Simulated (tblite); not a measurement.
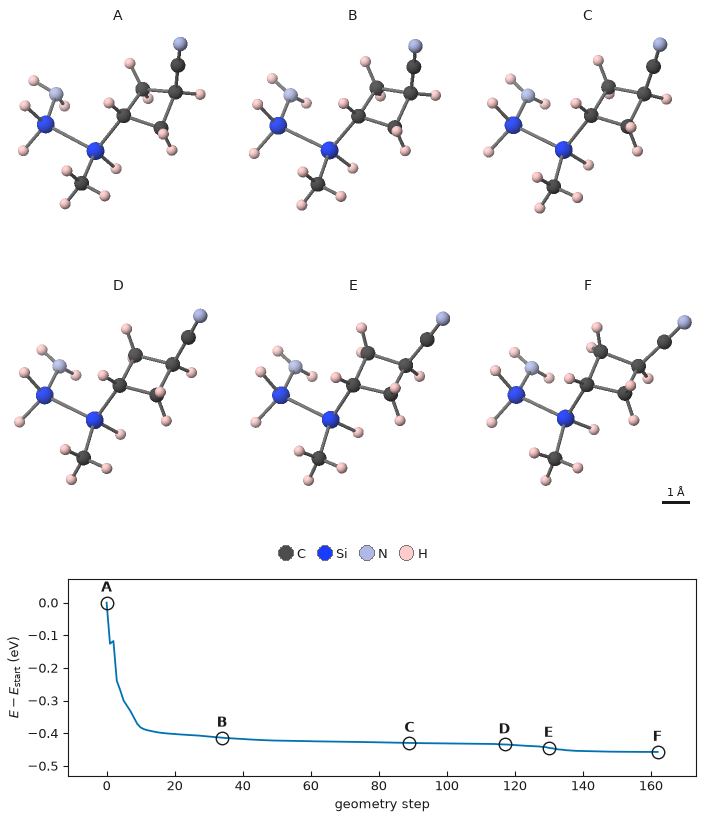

Frames of a relaxation of C₆H₁₄N₂Si₂, marked on the history of the run. A ball-and-stick model, seen at a tilt.

The calculation used tblite 0.8.0, GFN2-xTB geometry optimisation, gas phase. 

### Describe the path.

The atom that moves furthest after the best rigid fit is an N atom (1.79 Å). Largest moves by element: N 1.79 Å, H 1.40 Å, C 1.04 Å, Si 0.10 Å. Among the contacts that change: C–Si 1.841 → 1.903 Å, N–Si 1.689 → 1.728 Å, H–Si 1.490 → 1.467 Å, H–N 1.029 → 1.008 Å. Among the angles between lasting bonds that change: Si–N–H 108.7° → 118.4°, Si–N–H 110.9° → 119.0°, N–Si–H 106.3° → 113.9°. Groups turn about Si–Si by about 20°. Over 162 geometry steps the energy falls by 0.457 eV. Cost: 1.6 s on 1 thread of Arm Neoverse V2, on a shared host. From step 0 to 34: an H atom moves most (0.30 Å), energy −0.414 eV. From step 34 to 89: an N atom moves most (0.44 Å), energy −0.016 eV. From step 89 to 117: an N atom moves most (0.46 Å), energy −0.005 eV. From step 117 to 130: an N atom moves most (0.42 Å), energy −0.010 eV. From step 130 to 162: an N atom moves most (0.43 Å), energy −0.012 eV.

```csv
step,"E − E(0), eV"
0,0.0000
1,-0.1258
2,-0.1176
3,-0.2395
4,-0.2679
5,-0.3000
6,-0.3158
7,-0.3320
8,-0.3518
9,-0.3711
10,-0.3823
18,-0.4008
26,-0.4062
34,-0.4137
42,-0.4192
50,-0.4225
58,-0.4239
66,-0.4255
74,-0.4266
82,-0.4282
90,-0.4299
98,-0.4309
106,-0.4319
114,-0.4329
122,-0.4375
130,-0.4447
138,-0.4539
146,-0.4561
154,-0.4570
162,-0.4572
```
